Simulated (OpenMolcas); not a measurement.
**Single-point calculation, with input and output: InH$_{2}$O**

InH$_{2}$O, multiplicity 2, SMILES [O][InH2], computed with CASSCF/def2-TZVP (OpenMolcas 26.06).

The geometry comes from this level: GFN2-xTB.

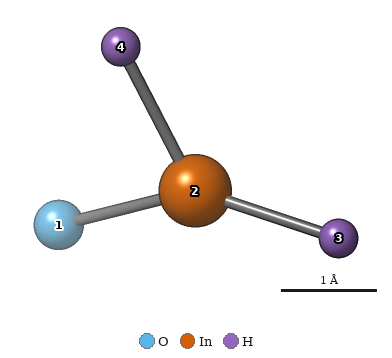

**Figure 1.** The structure as given in the input (ball-and-stick view, seen at a tilt; atoms are numbered from 1 in the order of the input). Sticks mark near contacts. Bond lengths as drawn: H–In 1.71 to 1.76 Å and In–O 1.84 Å.

Input file
```
>>> EXPORT MOLCAS_PRINT=2

&GATEWAY
  Coord
  4
  bohr
  O     -3.24362041    -0.08295898    -0.58033489
  In     0.13543667    -0.37548858     0.22149480
  H      2.48776775    -2.11906329     1.58239996
  H      0.62041598     2.57751084    -1.22355987
  Basis=def2-TZVP
  Group=NoSym
  RICD

&SEWARD

&RASSCF
  FileOrb=$CurrDir/step1.UnaOrb
  Spin=2
  Nactel=5 0 0
  Inactive=13
  Ras2=5
  OrbListing=Nothing
```

Run on 1 thread of Arm Neoverse V1, 24 GiB of memory available, shared host.

Launch command:
```bash
export MOLCAS_MEM=1860
pymolcas step2.input > step2.log
```

Output
```
--- Start Module: gateway ---

                                              &GATEWAY

                       available to each process: 1.9 GB of memory, 1 thread

++    Symmetry information:
      ---------------------

                    Character Table for C1

                             E
                    a        1  x, y, xy, Rz, z, xz, Ry, yz, Rx, I
--

++    Basis set information:
      ----------------------

      Basis set label: O.DEF2-TZVP.........

      Electronic valence basis set:
      ------------------
      Associated Effective Charge   8.000000 au
      Associated Actual Charge      8.000000 au
      Nuclear Model: Point charge

      Shell  nPrim  nBasis  Cartesian Spherical Contaminant
         s      11       5        X
         p       6       3        X
         d       2       2                 X
         f       1       1                 X

      Basis set label: IN.DEF2-TZVP....ECP.....

      Electronic valence basis set:
      ------------------
      Associated Effective Charge  21.000000 au
      Associated Actual Charge     49.000000 au
      Nuclear Model: Point charge

      Shell  nPrim  nBasis  Cartesian Spherical Contaminant
         s      10       6        X
         p       9       5        X
         d       8       3                 X
         f       2       2                 X

      Pseudo Potential specification:
      =======================================

      Number of Core Electrons:  28

      Potential  nTerms
           H       2
         s-H       4
         p-H       6
         d-H       6

      Effective Core Potential specification:
      =======================================

      Basis set label: H.DEF2-TZVP.........

      Electronic valence basis set:
      ------------------
      Associated Effective Charge   1.000000 au
      Associated Actual Charge      1.000000 au
      Nuclear Model: Point charge

      Shell  nPrim  nBasis  Cartesian Spherical Contaminant
         s       5       3        X
         p       1       1        X
--

++    Molecular structure info:
      -------------------------

                    ************************************************
                    **** Cartesian Coordinates / bohr, angstrom ****
                    ************************************************

     Center  Label                x              y              z                     x              y              z
        1      O1              -3.243620      -0.082959      -0.580335             -1.716450      -0.043900      -0.307100
        2      IN2              0.135437      -0.375489       0.221495              0.071670      -0.198700       0.117210
        3      H3               2.487768      -2.119063       1.582400              1.316470      -1.121360       0.837370
        4      H4               0.620416       2.577511      -1.223560              0.328310       1.363960      -0.647480

                    ***************************************
                    *    InterNuclear Distances / bohr    *
                    ***************************************

               1 O1            2 IN2           3 H3            4 H4
    1 O1       0.000000
    2 IN2      3.485187        0.000000
    3 H3       6.455382        3.228866        0.000000
    4 H4       4.735252        3.323190        5.780850        0.000000

                    *******************************************
                    *    InterNuclear Distances / angstrom    *
                    *******************************************

               1 O1            2 IN2           3 H3            4 H4
    1 O1       0.000000
    2 IN2      1.844282        0.000000
    3 H3       3.416041        1.708642        0.000000
    4 H4       2.505788        1.758557        3.059094        0.000000
--

            Nuclear Potential Energy             64.12878444 au

--- Stop Module: gateway /rc=_RC_ALL_IS_WELL_ ---

--- Start Module: seward ---

                                              &SEWARD

                       available to each process: 1.9 GB of memory, 1 thread

               SEWARD will generate:
                  Multipole Moment integrals up to order  2
                  Kinetic Energy integrals
                  Nuclear Attraction integrals (point charge)
                  One-Electron Hamiltonian integrals modified with ECP contributions
                  Velocity integrals
                  Pseudo Potential integrals
                  Orbital angular momentum around ( -0.2497  -0.3311   0.1244 )
                  Velocity quadrupole around ( -0.2497  -0.3311   0.1244 )
                  RI decomposed two-electron repulsion integrals stored Cholesky style
                   - acCD auxiliary basis
                   - CD Threshold:   1.00E-04

                   Integrals are discarded if absolute value <: 1.00E-14
                   Integral cutoff threshold is set to       <: 1.00E-16

            Nuclear Potential Energy             64.12878444 au

      Basis set specifications :
      Symmetry species         a
      Basis functions           93

--- Stop Module: seward /rc=_RC_ALL_IS_WELL_ ---
--- Module seward spent 1 second ---

--- Start Module: rasscf ---

                                              &RASSCF

                       available to each process: 1.9 GB of memory, 1 thread

      Header of the ONEINT file:
      --------------------------

      OrdInt status: non-squared

      Cartesian coordinates in angstrom:
      -----------------------------------------------------
      No.  Label        X            Y            Z
      -----------------------------------------------------
       1   O1        -1.71645000  -0.04390000  -0.30710000
       2   IN2        0.07167000  -0.19870000   0.11721000
       3   H3         1.31647000  -1.12136000   0.83737000
       4   H4         0.32831000   1.36396000  -0.64748000
      -----------------------------------------------------
      Nuclear repulsion energy =   64.12878444

++    Wave function specifications:
      -----------------------------

      Number of closed shell electrons          26
      Number of electrons in active shells       5
      Max number of holes in RAS1 space          0
      Max nr of electrons in RAS3 space          0
      Number of inactive orbitals               13
      Number of active orbitals                  5
      Number of secondary orbitals              75
      Spin quantum number                      0.5
      State symmetry                             1
--

++    Orbital specifications:
      -----------------------

      Symmetry species                           1
                                                 a
      Frozen orbitals                            0
      Inactive orbitals                         13
      Active orbitals                            5
      RAS1 orbitals                              0
      RAS2 orbitals                              5
      RAS3 orbitals                              0
      Secondary orbitals                        75
      Deleted orbitals                           0
      Number of basis functions                 93
--

++    CI expansion specifications:
      ----------------------------

      Number of CSFs                            75
      Number of determinants                   100
      Number of root(s) required                 1
      Root chosen for geometry opt.              1
      CI root used                               1

      highest root included in the CI            1
      max. size of the explicit Hamiltonian     75
--

++    Optimization specifications:
      ----------------------------

      RASSCF algorithm: LK RI/DF
      Maximum number of macro iterations       200
      Maximum number of SX iterations          100
      Threshold for RASSCF energy            1.000E-08
      Threshold for max MO rotation          1.000E-01
      Threshold for max BLB element          1.000E-04
      Level shift parameter                  5.000E-01
      Make Quasi-Newton update
--

      The MO-coefficients are taken from the file:
      step1.UnaOrb
      Title:UHF natural orbitals

      Total molecular charge    0.00

      ************************************************************************************************************************
      *                                            Wave function control section                                             *
      ************************************************************************************************************************

                                         RASSCF iterations: Energy and convergence statistics
                                         ----------------------------------------------------

          iter iter root      energy       change     param      element    value   shift minimum  type update hh:mm:ss
 Nr of preliminary CI iterations:   1
        1   1   31    1  -265.20207624    0.00E+00  -1.51E-01*  14  64 1 -2.28E-02*  0.14   0.00    SX    NO    0:00:00
        2   1   16    1  -265.21868909   -1.66E-02* -1.18E-01*  14  64 1 -2.11E-02*  0.11   0.00    SX    NO    0:00:00
        3   1   16    1  -265.22519998   -6.51E-03*  8.55E-02   14  64 1 -8.29E-03*  0.07   0.00    SX    NO    0:00:00
        4   1   16    1  -265.22801978   -2.82E-03*  5.56E-02   15  88 1  4.44E-03*  0.04   0.00    SX    NO    0:00:00
        5   1   16    1  -265.22935284   -1.33E-03*  6.42E-02   17  20 1 -2.79E-03*  0.04   2.50    LS   YES    0:00:00
        6   1   16    1  -265.23026126   -9.08E-04* -4.99E-02   14  64 1  2.66E-03*  0.04   1.61    QN   YES    0:00:00
        7   1   16    1  -265.23070600   -4.45E-04* -3.82E-02   14  64 1  2.20E-03*  0.04   1.69    QN   YES    0:00:00
        8   1   15    1  -265.23093386   -2.28E-04* -2.35E-02   15  88 1 -1.14E-03*  0.04   1.68    LS   YES    0:00:00
        9   1   15    1  -265.23097874   -4.49E-05* -6.51E-03   15  61 1 -1.21E-03*  0.04   1.13    QN   YES    0:00:00
       10   1   14    1  -265.23101682   -3.81E-05* -4.13E-03   14  64 1 -7.10E-04*  0.04   1.65    LS   YES    0:00:00
       11   1   14    1  -265.23102390   -7.08E-06*  2.13E-03   14  64 1 -9.23E-04*  0.04   1.03    QN   YES    0:00:00
       12   1   13    1  -265.23102834   -4.43E-06*  1.52E-03   14  64 1 -3.64E-04*  0.04   1.14    QN   YES    0:00:00
       13   1   11    1  -265.23102973   -1.40E-06* -5.81E-04   14  30 1  1.15E-04*  0.04   1.10    QN   YES    0:00:00
       14   1   11    1  -265.23102991   -1.78E-07* -3.90E-04   13  16 1  7.04E-05   0.04   1.45    QN   YES    0:00:00
       15   1    9    1  -265.23103000   -8.64E-08* -1.44E-04   12  16 1 -3.91E-05   0.04   1.01    QN   YES    0:00:00
       16   1    8    1  -265.23103001   -1.58E-08* -2.15E-04   12  16 1 -2.70E-05   0.04   2.50    LS   YES    0:00:00
       17   1    9    1  -265.23103001   -9.95E-10   1.11E-04    6  79 1 -3.45E-05   0.04   0.54    QN   YES    0:00:00
      Convergence after 17 iterations
       18   1    9    1  -265.23103002   -9.24E-09   1.11E-04   14  64 1  1.33E-05   0.04   0.54    QN   YES    0:00:00

      ************************************************************************************************************************
                                                      Wave function printout:
                       occupation of active orbitals, and spin coupling of open shells (u,d: Spin up or down)
      ************************************************************************************************************************

      Note: transformation to natural orbitals
      has been made, which may change the order of the CSFs.

      printout of CI-coefficients larger than  0.05 for root  1
      energy=    -265.231030
      conf/sym  11111     Coeff  Weight
             1  22u00  -0.98676 0.97369
            30  20u20  -0.08483 0.00720
            36  uduud   0.06325 0.00400
            41  02u02  -0.07787 0.00606
            66  uuudd  -0.05943 0.00353

      Natural orbitals and occupation numbers for root  1
      sym 1:   1.975768   1.973234   0.999994   0.026950   0.024054

      ************************************************************************************************************************
      *                                                    Final results                                                     *
      ************************************************************************************************************************

++    Final optimization conditions:
      ------------------------------

      Average CI energy                            -265.23103002
      RASSCF energy for state  1                   -265.23103002
      Super-CI energy                                -0.00000001
      RASSCF energy change                           -0.00000001
      Max change in MO coefficients               2.165E-04
      Max non-diagonal density matrix element     1.112E-04
      Maximum BLB matrix element                  1.332E-05
      (orbital pair  14,  64 in symmetry   1)
      Norm of electronic gradient            4.750E-05
--

      Final state energy(ies):
      ------------------------

::    RASSCF root number  1 Total energy:   -265.23103002
      Von Neumann Entropy (Root   1) =  0.69699

      Mulliken population analysis for root number:  1
      -----------------------------------------------

++    Molecular charges:
      ------------------

      Mulliken charges per centre
      ---------------------------

                O1      IN2     H3      H4
      Total    8.4125 20.3607  1.0778  1.1490

      N-E     -0.4125  0.6393 -0.0778 -0.1490

      Total electronic charge=   31.000000

      Total            charge=   -0.000000
--

      Expectation values of various properties for root number:  1
      -----------------------------------------------------------

++    Molecular properties:
      ---------------------

      Charge (e):
                      =   -0.0000
      Dipole Moment (debye):
      Origin of the operator (angstrom)=   -0.1321   -0.1752    0.0658
                   X=  1.4146E+00               Y= -1.7541E+00               Z=  1.1852E+00           Total=  2.5461E+00
      Quadrupole Moment (debye*angstrom):
      Origin of the operator (angstrom)=   -0.1321   -0.1752    0.0658
                  XX= -3.5286E+01              XY=  9.6720E-01              XZ= -2.1742E+00              YY= -3.1509E+01
                  YZ=  2.7446E+00              ZZ= -2.8446E+01
      In traceless form (debye*angstrom)
                  XX= -5.3086E+00              XY=  1.4508E+00              XZ= -3.2612E+00              YY=  3.5678E-01
                  YZ=  4.1170E+00              ZZ=  4.9518E+00
--

      Mulliken spin population analysis for root number:  1
      ---------------------------------------------------

++    Molecular charges:
      ------------------

      Mulliken spin population per centre
      ---------------------------

                O1      IN2     H3      H4
      Total    0.9886 -0.0050  0.0016  0.0148

      Total electronic spin=    1.000000
--

      Average orbitals are written to the RASORB file
      Natural orbitals for root   1 are written to the RASORB.1 file
      Spin density orbitals for root   1 are written to the SPDORB.1 file

--- Stop Module: rasscf /rc=_RC_ALL_IS_WELL_ ---
--- Module rasscf spent 4 seconds ---

.##################.
.# Happy landing! #.
.##################.

    Timing: Wall=6.75 User=6.27 System=0.46
```

Results in brief

| quantity | value |
| --- | --- |
| outcome | converged |
| total energy | −265.231030 hartree |
| CASSCF energy | −265.231030 hartree |
| basis functions | 93 |
| wall time | 7.2 s |
| peak memory | 0.083 GiB |
